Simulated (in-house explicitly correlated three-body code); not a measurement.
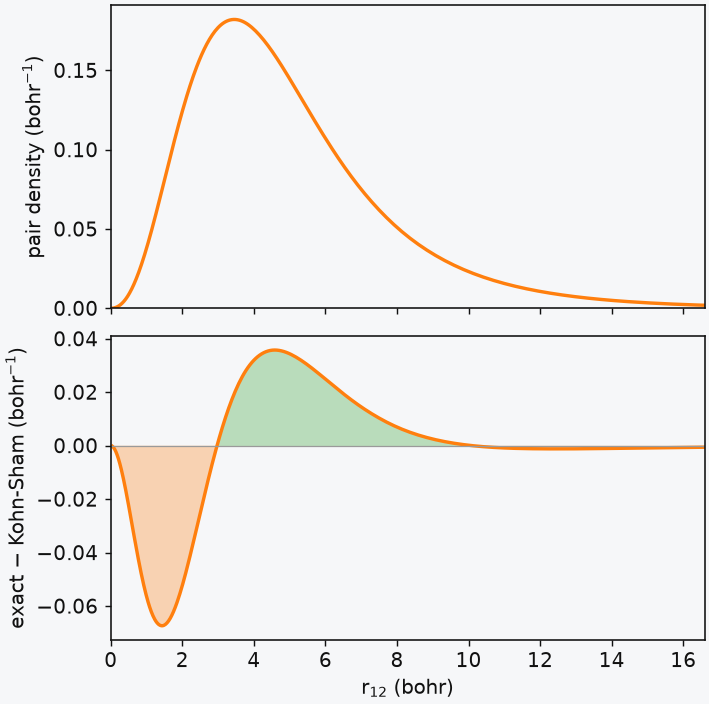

Two electrons around a point charge Z = 0.96. Computed variationally in 260 exponentially correlated functions with an in-house code, non-relativistic, converged to about 10⁻⁷ hartree. The plot shows the distribution of the distance r₁₂ between the electrons in the ground state (one pair, times 4πr₁₂²) and its difference from that of the Kohn-Sham determinant with the same density, the Coulomb hole.

Describe both curves.

Answer. The pair density peaks near r₁₂ = 3.4 bohr, and ⟨r₁₂⟩ = 5.022 bohr. Correlation takes weight from short distances: the hole is deepest (−0.067 bohr⁻¹) near 1.4 bohr and first changes sign near 3.0 bohr, moving 11 % of the pair outwards. The mean cosine of the angle between the electrons is −0.103, and the density-functional correlation energy is −43.45 millihartree.
